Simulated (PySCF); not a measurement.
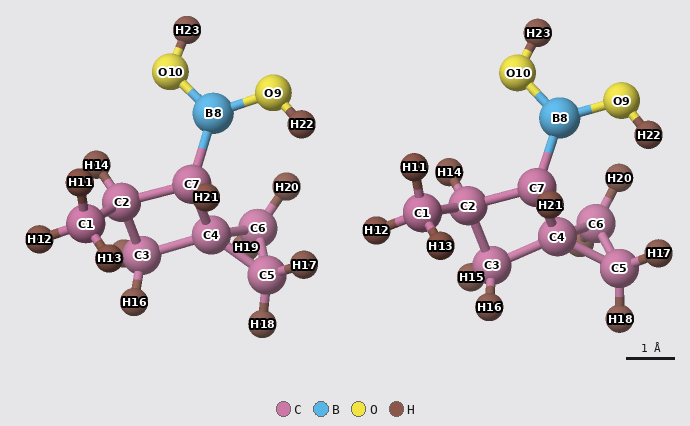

Two geometries of C7H13BO2, drawn at one scale. One is the start of a relaxation, the other its converged end. A ball-and-stick model, seen at a tilt.

These are results of PBE0-D3(BJ)/def2-SVP geometry optimisation, gas phase in PySCF, not measurements. 

Which one is relaxed?

Answer. The right one is the relaxed one. The start comes from GFN2-xTB. Its atoms were then displaced at random by about 0.01 Å. After 15 geometry steps the energy has fallen by 24.5 kJ/mol. H15 moves most after the best rigid fit: 0.56 Å. Largest moves by element: H 0.56 Å, C 0.31 Å, O 0.25 Å, B 0.19 Å. Some distances before and after: C1–H13 1.043 → 1.103 Å, C4–C6 1.462 → 1.497 Å, C7–B8 1.608 → 1.575 Å, C3–C4 1.551 → 1.522 Å. Among the angles between lasting bonds that change: C1–C2–C3 114.7° → 118.9°, C4–C3–H15 113.9° → 117.5°, B8–O10–H23 114.7° → 111.4°. The run took 5.4 min on 1 thread of Intel(R) Xeon(R) Platinum 8488C, with other jobs on the host.
